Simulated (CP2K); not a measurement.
Band structure of Pd (Fm-3m, 1 atom in the cell).

```
Pd
1.0
    2.72919     0.00000     0.00000
    1.36460     2.36355     0.00000
    1.36460     0.78785     2.22838
Pd
1
Direct
  0.00000   0.00000   0.00000
```

Method of the run: PBE, GPW, DZVP-MOLOPT-SR-GTH basis, GTH-PBE potentials (GTH_POTENTIALS) in CP2K.

Settings: CUTOFF = 500 Ry; REL_CUTOFF = 50 Ry; SMEAR/METHOD = GAUSSIAN; SIGMA = 0.136 eV; KPOINTS/SCHEME = MONKHORST-PACK 15 15 15; XC_FUNCTIONAL = PBE; Pd/BASIS_SET = DZVP-MOLOPT-SR-GTH-q18; Pd/POTENTIAL = GTH-PBE-q18; METHOD = GPW; EPS_DEFAULT = 1e-10; EXTRAPOLATION = USE_GUESS; NGRIDS = 5; SCF_GUESS = ATOMIC; EPS_SCF = 1e-07.

The starting cell has typed, rounded lattice constants, without a prior relaxation at this level. Its lattice was rescaled by a random factor within 2.5 % of one. Spin polarisation is off. Values carry the incompleteness of an atom-centred basis.

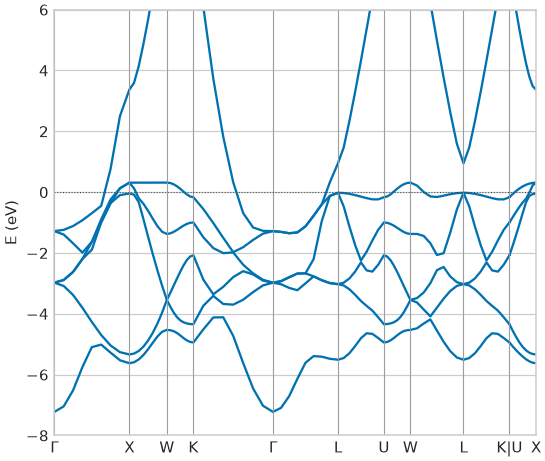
Fig. 1. Bands along the path, energies from the Fermi level.

Levels in eV from the Fermi level, bands 6 to 11:
```tsv
point	6	7	8	9	10	11
Γ	-2.98	-2.98	-2.98	-1.28	-1.28	29.39
X	-5.34	-0.05	0.31	0.31	3.37	11.30
W	-3.54	-3.54	-1.37	0.31	9.24	9.24
K	-4.34	-2.08	-1.00	-0.17	7.33	8.85
L	-3.02	-3.02	-0.02	-0.02	0.95	7.65
U	-4.34	-2.08	-1.00	-0.17	7.33	8.85
```

Bands cross the Fermi level along this path, so the cell is metallic at this level.

Higher empty bands are left out: an atom-centred basis made for the valence describes them poorly.
